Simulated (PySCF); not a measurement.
## Electronic structure of H₈NSi₃ (doublet) in real space

```xyz
12

Si    2.1568    0.5669   -0.7522
N     1.0923   -0.7841   -0.5202
Si   -0.6432   -0.8721   -0.5351
Si   -1.5282    0.6093    0.9895
H     3.3108    0.3716    0.1223
H     1.3960    1.7850   -0.5113
H     1.5592   -1.6750   -0.5752
H    -1.1196   -0.6365   -1.9111
H    -0.9165   -2.2863   -0.2375
H    -1.1476    0.3361    2.3805
H    -2.9950    0.5749    0.9580
H    -1.1637    2.0095    0.7428
```

Geometry: GFN2-xTB.

Method: UKS B3LYP, pcH-1 on H N Si, non-relativistic, mean-field spin-orbit, GIAO in PySCF 2.14.0, density-fitted response routines.

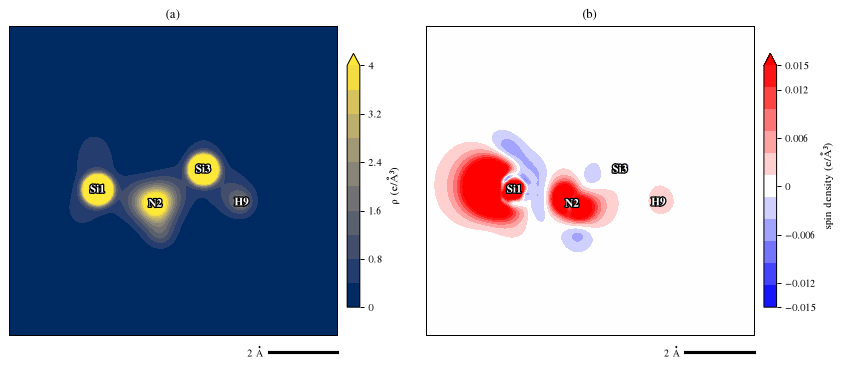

Figure 1. (a) electron density; (b) spin density on the plane of atoms N2, Si3 and H9.

Question: Interpret the plot.

Answer:
- The plane passes through Si, N and H nuclei.
- Si–N (1.74 Å): ρ is about 1 e/Å³ halfway.
- Si–H (1.47 Å): the density is about 0.8 e/Å³ at the midpoint.
- The unpaired spin (1 electron) lies mostly on Si1 (about 0.7) and N2 (about 0.1), in electrons by Hirshfeld's partition.

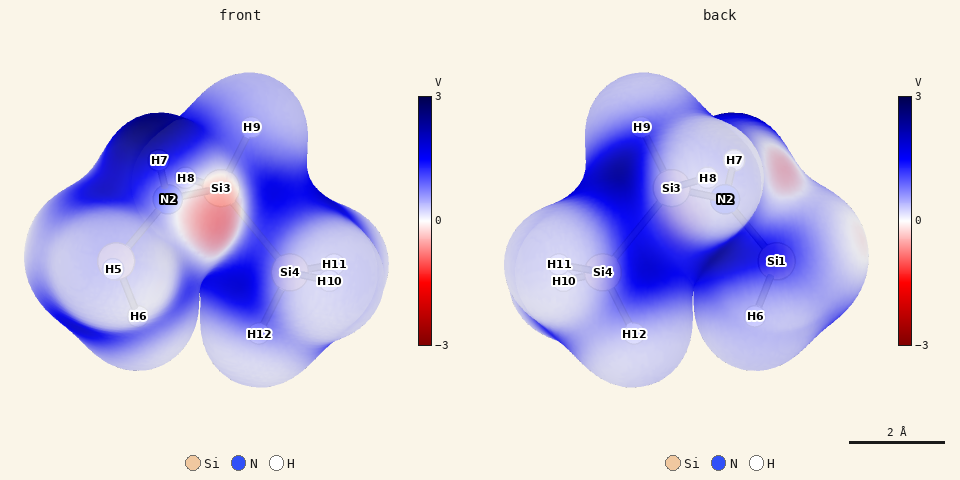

Figure 2. The electrostatic potential painted on the density surface at 0.004 e/bohr³, seen from the front and from behind; red is negative and blue positive.

Question: Which sites attract a positive test charge, and which a negative one?

Answer: A positive charge is drawn to the negative regions and a negative charge to the positive ones. The most negative region (about −0.6 V, or −14 kcal/mol for a unit charge) lies over N2, the most positive (about +2.6 V, or +60 kcal/mol for a unit charge) over H7.
